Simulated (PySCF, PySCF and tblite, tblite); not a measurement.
# 2,2-difluoroethyl acetate (C4H6F2O2): a path driven as rotation about a bond, and NMR exchange, part 2 of 2

PySCF and tblite. Atoms count from 0.

## 9. Kinetics and line shapes

What the job is given:

```
{"job": {"smiles": "CC(=O)OCC(F)F", "charge": 0, "mult": 1, "motion": "rotation", "what": "ester", "atoms": [1, 3], "drives": [{"terms": [["t", [0, 1, 3, 4], 0.5], ["t", [2, 1, 3, 4], 0.5]], "by": 180, "n": 12}], "study": "path", "level": {"kind": "nmr", "xc": "PBE0", "basis": "pcSseg-1"}, "fields": [80, 600, 700], "first": 1, "seed": 604, "kind": "path"}, "charge": 0, "multiplicity": 1}
C     -2.325862    -0.601182    -0.274263
C     -0.830112    -0.644342    -0.367838
O     -0.187251    -1.093974    -1.276361
O     -0.266420    -0.091043     0.726132
C      1.146232    -0.059114     0.773690
C      1.721364     1.017303    -0.149562
F      3.071826     0.950687    -0.130139
F      1.392984     2.253967     0.289919
H     -2.657777     0.419352    -0.455235
H     -2.643227    -0.888642     0.723764
H     -2.759037    -1.258387    -1.021710
H      1.413975     0.165392     1.808121
H      1.564653    -1.023534     0.463502
H      1.381752     0.918636    -1.190746
```

Output:

```text
stationary points (kcal/mol above the start)
  n  kind          group   xTB      DFT    lowest mode
  0  minimum      C1       0.00     0.00      17.9
  1  saddle       C1      12.96    13.75    -100.2
  2  minimum      C1       7.16     7.92      38.7

GFN2-xTB energies: T/K, barrier G, reaction G (kcal/mol), k forward, k back (1/s)
 150.00    12.72     7.63   9.29e-07   1.22e+05
 200.00    12.86     7.74     0.0372   1.06e+07
 250.00    13.01     7.84       22.1   1.57e+08
 298.15    13.16     7.92    1.4e+03      9e+08
 350.00    13.33     8.01   3.44e+04   3.46e+09
 400.00    13.51     8.08   3.48e+05    9.1e+09
 500.00    13.86     8.21   9.08e+06   3.54e+10

PBE0/pcSseg-1 + D3(BJ) energies: T/K, barrier G, reaction G (kcal/mol), k forward, k back (1/s)
 150.00    13.51     8.40   6.53e-08   1.13e+05
 200.00    13.65     8.51    0.00508      1e+07
 250.00    13.80     8.61        4.5    1.5e+08
 298.15    13.95     8.69        368   8.65e+08
 350.00    14.13     8.78    1.1e+04   3.34e+09
 400.00    14.30     8.85   1.29e+05   8.83e+09
 500.00    14.65     8.98    4.1e+06   3.45e+10
```

It took 96 s on 1 thread of Intel Xeon at 2.80GHz, shared host; peak memory 0.83 GiB. This counts the whole study up to here.

Barriers by level (kcal/mol; entropies in cal/(mol K)). Zero-point and thermal terms come from xTB in every row. ΔG‡ leaves symmetry out; the rate counts one path; effective ΔG‡, where given, is the barrier that would give that rate by Eyring's equation alone:

| level | ΔE‡ | with zero-point | ΔH‡ | ΔS‡ | ΔG‡ (298 K) | ΔE of reaction | k at 298 K (1/s) | effective ΔG‡ |
| --- | --- | --- | --- | --- | --- | --- | --- | --- |
| GFN2-xTB | 12.96 | 12.42 | 11.95 | -4.1 | 13.16 | 7.16 | 1.4e+03 | 13.16 |
| PBE0/pcSseg-1 + D3(BJ) | 13.75 | 13.21 | 12.75 | -4.1 | 13.95 | 7.92 | 3.7e+02 | 13.95 |

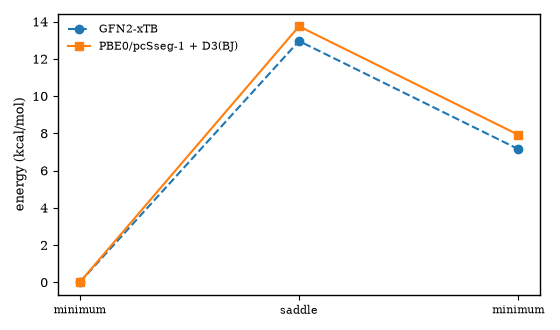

The xTB stationary points, at both levels.

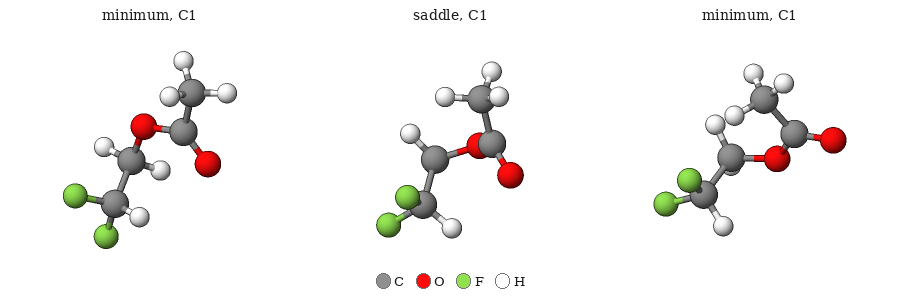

The stationary points in order.

Sites that the driver pairs across this motion, and where their lines would merge (no couplings; faster rotations or exchange between molecules can average them sooner):

| nucleus | sites: shielding (ppm) | proton frequency (MHz) | spread (Hz) | coalescence (K) | lines at 298 K |
| --- | --- | --- | --- | --- | --- |
| ¹⁷O | O2: -116.6; O2 (end): -155.3 | 700 | 3673 | not given | – |
| ¹⁹F | F6: 319.6; F6 (end): 314.3 | 700 | 3524 | not given | – |
| ¹³C | C1: 9.0; C1 (end): 14.5 | 700 | 969 | not given | – |
| ¹⁹F | F7: 315.2; F7 (end): 313.9 | 700 | 901 | not given | – |
| ¹³C | C5: 68.7; C5 (end): 63.7 | 700 | 887 | not given | – |
| ¹³C | C4: 118.9; C4 (end): 114.8 | 700 | 733 | not given | – |
| ¹⁷O | O3: 139.6; O3 (end): 132.7 | 700 | 658 | not given | – |
| ¹³C | C0: 164.2; C0 (end): 166.5 | 700 | 405 | not given | – |

A dash: the driver gave no coalescence for this row (it judged the minor form too scarce).

Rows that set an atom against itself at the end compare its shielding in the two forms.

Lines of quadrupolar nuclei are broad, so their coalescence could hardly be seen.

## 10. Shieldings, start: PBE0/pcSseg-1 in water

What the job is given:

```
{"job": {"kind": "nmr", "xc": "PBE0", "basis": "pcSseg-1", "solvent": "water", "pop": false}, "charge": 0, "multiplicity": 1}
C     -2.325862    -0.601182    -0.274263
C     -0.830112    -0.644342    -0.367838
O     -0.187251    -1.093974    -1.276361
O     -0.266420    -0.091043     0.726132
C      1.146232    -0.059114     0.773690
C      1.721364     1.017303    -0.149562
F      3.071826     0.950687    -0.130139
F      1.392984     2.253967     0.289919
H     -2.657777     0.419352    -0.455235
H     -2.643227    -0.888642     0.723764
H     -2.759037    -1.258387    -1.021710
H      1.413975     0.165392     1.808121
H      1.564653    -1.023534     0.463502
H      1.381752     0.918636    -1.190746
```

Output:

```text
coarse grid: 12408 points
cycle   1  E = -505.3476273461  dE =  1.244e+00  |g| = 1.051e+00  |ddm| = 3.196e+00
cycle   2  E = -505.0566142907  dE =  2.910e-01  |g| = 1.674e+00  |ddm| = 1.464e+00
cycle   3  E = -505.5295252721  dE = -4.729e-01  |g| = 2.139e-01  |ddm| = 1.009e+00
cycle   4  E = -505.5370432129  dE = -7.518e-03  |g| = 7.996e-02  |ddm| = 1.631e-01
cycle   5  E = -505.5380500022  dE = -1.007e-03  |g| = 1.724e-02  |ddm| = 4.595e-02
cycle   6  E = -505.5381102774  dE = -6.028e-05  |g| = 4.279e-03  |ddm| = 1.263e-02
cycle   7  E = -505.5381135481  dE = -3.271e-06  |g| = 1.409e-03  |ddm| = 2.891e-03
final grid: 122688 points
cycle   8  E = -505.6186820924  dE = -3.451e-05  |g| = 1.311e-02  |ddm| = 2.363e-02
cycle   9  E = -505.6186448304  dE =  3.726e-05  |g| = 1.973e-02  |ddm| = 1.744e-02
cycle  10  E = -505.6187126434  dE = -6.781e-05  |g| = 1.501e-03  |ddm| = 1.043e-02
cycle  11  E = -505.6187130286  dE = -3.853e-07  |g| = 4.270e-04  |ddm| = 1.008e-03
cycle  12  E = -505.6187130552  dE = -2.657e-08  |g| = 1.723e-04  |ddm| = 3.319e-04
cycle  13  E = -505.6187130609  dE = -5.645e-09  |g| = 2.643e-05  |ddm| = 1.177e-04
cycle  14  E = -505.6187130610  dE = -1.139e-10  |g| = 8.775e-06  |ddm| = 1.976e-05
converged SCF energy = -505.6187130610

GIAO shielding tensors (ppm)
atom      isotropic    diamagn.    paramagn.     s11        s22        s33       span
  0 C      163.893     248.504     -84.611    143.154    153.112    195.412     52.258
  1 C        5.518     252.040    -246.522    -94.867     39.539     71.882    166.750
  2 O      -90.273     405.496    -495.769   -360.138   -206.293    295.613    655.751
  3 O      140.322     403.102    -262.780    -43.322    225.426    238.861    282.183
  4 C      119.259     247.146    -127.887     91.413    116.559    149.804     58.390
  5 C       67.792     246.576    -178.784     50.437     67.327     85.613     35.176
  6 F      324.407     468.780    -144.373    221.987    339.659    411.574    189.587
  7 F      320.566     473.845    -153.279    227.155    347.545    386.999    159.844
  8 H       29.062      28.362       0.700     25.585     27.716     33.884      8.299
  9 H       29.217      28.180       1.036     25.087     28.560     34.003      8.916
 10 H       29.665      27.242       2.423     25.482     27.985     35.529     10.047
 11 H       27.387      28.457      -1.069     23.290     27.475     31.397      8.107
 12 H       26.818      30.379      -3.561     23.285     27.265     29.904      6.619
 13 H       25.064      30.049      -4.984     22.269     25.332     27.592      5.324
```

Run time: 23 s. Hardware: 1 thread of Intel Xeon at 2.80GHz, shared host; peak memory 0.87 GiB.

Key values: HOMO -8.39 eV, LUMO 0.08 eV; dipole 2.87 D.

## 11. Single-point energy, saddle of leg 1: PBE0/pcSseg-1 in water

What the job is given:

```
{"job": {"kind": "sp", "xc": "PBE0", "basis": "pcSseg-1", "solvent": "water", "pop": false}, "charge": 0, "multiplicity": 1}
C     -2.074177    -0.370804     0.098465
C     -0.799653    -0.798385    -0.556960
O     -0.617754    -0.927022    -1.727052
O      0.215891    -1.110542     0.348965
C      1.034564    -0.050378     0.772792
C      1.634980     0.727952    -0.402689
F      2.762196     1.363761    -0.010992
F      0.777858     1.696424    -0.809981
H     -1.949027     0.639347     0.487380
H     -2.298277    -1.032069     0.932171
H     -2.883565    -0.374310    -0.624965
H      0.483013     0.652252     1.414319
H      1.846472    -0.505254     1.345153
H      1.867478     0.089030    -1.266606
```

Output:

```text
coarse grid: 12408 points
cycle   1  E = -505.3131303052  dE =  1.231e+00  |g| = 1.080e+00  |ddm| = 3.189e+00
cycle   2  E = -504.9739286547  dE =  3.392e-01  |g| = 1.773e+00  |ddm| = 1.576e+00
cycle   3  E = -505.5075375798  dE = -5.336e-01  |g| = 2.117e-01  |ddm| = 1.083e+00
cycle   4  E = -505.5149677539  dE = -7.430e-03  |g| = 8.320e-02  |ddm| = 1.730e-01
cycle   5  E = -505.5160598220  dE = -1.092e-03  |g| = 1.786e-02  |ddm| = 5.130e-02
cycle   6  E = -505.5161249821  dE = -6.516e-05  |g| = 4.361e-03  |ddm| = 1.335e-02
cycle   7  E = -505.5161283793  dE = -3.397e-06  |g| = 1.369e-03  |ddm| = 3.053e-03
final grid: 122688 points
cycle   8  E = -505.5976251311  dE = -3.139e-05  |g| = 1.442e-02  |ddm| = 2.374e-02
cycle   9  E = -505.5975694340  dE =  5.570e-05  |g| = 2.297e-02  |ddm| = 2.055e-02
cycle  10  E = -505.5976618985  dE = -9.246e-05  |g| = 2.080e-03  |ddm| = 1.283e-02
cycle  11  E = -505.5976626493  dE = -7.507e-07  |g| = 4.250e-04  |ddm| = 1.356e-03
cycle  12  E = -505.5976626763  dE = -2.703e-08  |g| = 1.547e-04  |ddm| = 3.680e-04
cycle  13  E = -505.5976626811  dE = -4.805e-09  |g| = 2.359e-05  |ddm| = 1.118e-04
cycle  14  E = -505.5976626812  dE = -9.345e-11  |g| = 8.789e-06  |ddm| = 1.857e-05
converged SCF energy = -505.5976626812
```

Run time: 13 s. Hardware: 1 thread of Intel Xeon at 2.80GHz, shared host; peak memory 0.65 GiB.

Key values: HOMO -8.29 eV, LUMO -0.55 eV; dipole 3.61 D.

## 12. Shieldings, end: PBE0/pcSseg-1 in water

What the job is given:

```
{"job": {"kind": "nmr", "xc": "PBE0", "basis": "pcSseg-1", "solvent": "water", "pop": false}, "charge": 0, "multiplicity": 1}
C     -1.827947    -0.192450     0.040681
C     -0.893026    -1.197571    -0.576860
O     -1.236605    -2.046164    -1.345823
O      0.421768    -1.166879    -0.226780
C      0.994889    -0.173329     0.586003
C      1.558630     0.975284    -0.260684
F      2.496401     1.646955     0.442262
F      0.596472     1.879944    -0.563387
H     -1.524634     0.825009    -0.193228
H     -1.861477    -0.317887     1.121851
H     -2.820587    -0.369127    -0.363243
H      0.299620     0.228767     1.328835
H      1.838788    -0.645941     1.098634
H      2.005191     0.622434    -1.201700
```

Output:

```text
coarse grid: 12408 points
cycle   1  E = -505.3303328167  dE =  1.245e+00  |g| = 1.068e+00  |ddm| = 3.193e+00
cycle   2  E = -504.9967928431  dE =  3.335e-01  |g| = 1.749e+00  |ddm| = 1.603e+00
cycle   3  E = -505.5186054469  dE = -5.218e-01  |g| = 2.275e-01  |ddm| = 1.124e+00
cycle   4  E = -505.5272302869  dE = -8.625e-03  |g| = 8.308e-02  |ddm| = 1.777e-01
cycle   5  E = -505.5282951479  dE = -1.065e-03  |g| = 1.991e-02  |ddm| = 5.049e-02
cycle   6  E = -505.5283759892  dE = -8.084e-05  |g| = 4.792e-03  |ddm| = 1.470e-02
cycle   7  E = -505.5283798226  dE = -3.833e-06  |g| = 1.650e-03  |ddm| = 3.306e-03
final grid: 122688 points
cycle   8  E = -505.6103566606  dE = -3.860e-05  |g| = 1.427e-02  |ddm| = 2.664e-02
cycle   9  E = -505.6103060830  dE =  5.058e-05  |g| = 2.224e-02  |ddm| = 2.050e-02
cycle  10  E = -505.6103928146  dE = -8.673e-05  |g| = 1.731e-03  |ddm| = 1.254e-02
cycle  11  E = -505.6103933214  dE = -5.068e-07  |g| = 4.856e-04  |ddm| = 1.189e-03
cycle  12  E = -505.6103933567  dE = -3.529e-08  |g| = 1.768e-04  |ddm| = 3.865e-04
cycle  13  E = -505.6103933627  dE = -5.997e-09  |g| = 2.911e-05  |ddm| = 1.274e-04
cycle  14  E = -505.6103933628  dE = -1.452e-10  |g| = 1.017e-05  |ddm| = 2.267e-05
converged SCF energy = -505.6103933628

GIAO shielding tensors (ppm)
atom      isotropic    diamagn.    paramagn.     s11        s22        s33       span
  0 C      165.549     253.160     -87.611    151.124    157.431    188.091     36.967
  1 C        7.443     247.150    -239.707    -88.802     45.027     66.103    154.906
  2 O     -106.595     399.793    -506.388   -393.207   -186.181    259.602    652.809
  3 O      126.353     401.165    -274.812    -89.314    225.697    242.675    331.989
  4 C      114.671     248.565    -133.893     91.904    104.951    147.159     55.255
  5 C       63.021     241.439    -178.418     49.900     64.285     74.878     24.978
  6 F      320.220     469.242    -149.022    213.067    332.595    414.997    201.930
  7 F      317.727     475.812    -158.084    230.175    341.627    381.380    151.204
  8 H       29.061      31.458      -2.398     23.811     29.683     33.688      9.877
  9 H       29.078      29.560      -0.481     25.181     28.307     33.747      8.566
 10 H       29.543      28.068       1.475     25.396     27.862     35.372      9.977
 11 H       26.864      31.226      -4.362     24.396     27.637     28.560      4.164
 12 H       27.049      28.547      -1.498     22.466     27.478     31.203      8.737
 13 H       25.233      27.967      -2.734     22.881     24.666     28.154      5.273
```

Wall time 24 s (1 thread of Intel Xeon at 2.80GHz, shared host); peak memory 0.87 GiB.

This run: HOMO -8.33 eV, LUMO 0.12 eV; dipole 3.69 D.

## 13. Second level: PBE0/pcSseg-1 + D3(BJ), IEF-PCM water

What the job is given:

```
{"job": {"smiles": "CC(=O)OCC(F)F", "charge": 0, "mult": 1, "motion": "rotation", "what": "ester", "atoms": [1, 3], "drives": [{"terms": [["t", [0, 1, 3, 4], 0.5], ["t", [2, 1, 3, 4], 0.5]], "by": 180, "n": 12}], "study": "path", "level": {"kind": "nmr", "xc": "PBE0", "basis": "pcSseg-1", "wide": true, "solvent": "water"}, "fields": [80, 600, 700], "first": 1, "seed": 604, "kind": "pathvar"}, "charge": 0, "multiplicity": 1}
C     -2.325862    -0.601182    -0.274263
C     -0.830112    -0.644342    -0.367838
O     -0.187251    -1.093974    -1.276361
O     -0.266420    -0.091043     0.726132
C      1.146232    -0.059114     0.773690
C      1.721364     1.017303    -0.149562
F      3.071826     0.950687    -0.130139
F      1.392984     2.253967     0.289919
H     -2.657777     0.419352    -0.455235
H     -2.643227    -0.888642     0.723764
H     -2.759037    -1.258387    -1.021710
H      1.413975     0.165392     1.808121
H      1.564653    -1.023534     0.463502
H      1.381752     0.918636    -1.190746
```

Output:

```text
stationary points (kcal/mol above the start)
  n  kind          group   xTB      DFT    lowest mode
  0  minimum      C1       0.00     0.00      17.9
  1  saddle       C1      12.96    12.90    -100.2
  2  minimum      C1       7.16     4.97      38.7

GFN2-xTB energies: T/K, barrier G, reaction G (kcal/mol), k forward, k back (1/s)
 150.00    12.72     7.63   9.29e-07   1.22e+05
 200.00    12.86     7.74     0.0372   1.06e+07
 250.00    13.01     7.84       22.1   1.57e+08
 298.15    13.16     7.92    1.4e+03      9e+08
 350.00    13.33     8.01   3.44e+04   3.46e+09
 400.00    13.51     8.08   3.48e+05    9.1e+09
 500.00    13.86     8.21   9.08e+06   3.54e+10

PBE0/pcSseg-1 + D3(BJ) energies: T/K, barrier G, reaction G (kcal/mol), k forward, k back (1/s)
 150.00    13.51     8.40   6.53e-08   1.13e+05
 200.00    13.65     8.51    0.00508      1e+07
 250.00    13.80     8.61        4.5    1.5e+08
 298.15    13.95     8.69        368   8.65e+08
 350.00    14.13     8.78    1.1e+04   3.34e+09
 400.00    14.30     8.85   1.29e+05   8.83e+09
 500.00    14.65     8.98    4.1e+06   3.45e+10

PBE0/pcSseg-1 + D3(BJ), IEF-PCM water energies: T/K, barrier G, reaction G (kcal/mol), k forward, k back (1/s)
 150.00    12.66     5.44   1.13e-06       96.7
 200.00    12.80     5.55     0.0431   5.01e+04
 250.00    12.95     5.65       24.9   2.16e+06
 298.15    13.10     5.74   1.54e+03   2.47e+07
 350.00    13.27     5.82   3.75e+04   1.62e+08
 400.00    13.45     5.90   3.75e+05   6.25e+08
 500.00    13.80     6.03   9.64e+06   4.15e+09
```

It took 2.6 min on 1 thread of Intel Xeon at 2.80GHz, shared host; peak memory 0.87 GiB. This counts the runs that the step sums up.

Barriers by level (kcal/mol; entropies in cal/(mol K)). Zero-point and thermal terms come from xTB in every row. ΔG‡ leaves symmetry out; the rate counts one path; effective ΔG‡, where given, is the barrier that would give that rate by Eyring's equation alone:

| level | ΔE‡ | with zero-point | ΔH‡ | ΔS‡ | ΔG‡ (298 K) | ΔE of reaction | k at 298 K (1/s) | effective ΔG‡ |
| --- | --- | --- | --- | --- | --- | --- | --- | --- |
| GFN2-xTB | 12.96 | 12.42 | 11.95 | -4.1 | 13.16 | 7.16 | 1.4e+03 | 13.16 |
| PBE0/pcSseg-1 + D3(BJ) | 13.75 | 13.21 | 12.75 | -4.1 | 13.95 | 7.92 | 3.7e+02 | 13.95 |
| PBE0/pcSseg-1 + D3(BJ), IEF-PCM water | 12.90 | 12.36 | 11.90 | -4.1 | 13.10 | 4.97 | 1.5e+03 | 13.10 |

## 14. Results

What follows sums up all 2 parts.

| quantity | value |
| --- | --- |
| barrier (PBE0/pcSseg-1 + D3(BJ)) | ΔE‡ 13.8, ΔG‡(298 K) 13.9 kcal/mol |
| barrier (GFN2-xTB) | ΔE‡ 13.0 kcal/mol |
| rate at 298 K | 3.7e+02 s⁻¹ |
| end of the path | 7.9 kcal/mol from the start |

In words: A saddle search ended well below the top of its band, so the motion through it may differ from the one first driven. The barrier is 13.8 kcal/mol at the DFT level (xTB: 13.0); with thermal terms and the count of paths the DFT value gives a rate of 3.7e+02 s⁻¹ at 298 K. An error of 1.4 kcal/mol changes that rate tenfold. PBE0/pcSseg-1 + D3(BJ), IEF-PCM water moves the barrier from 13.8 to 12.9 kcal/mol.
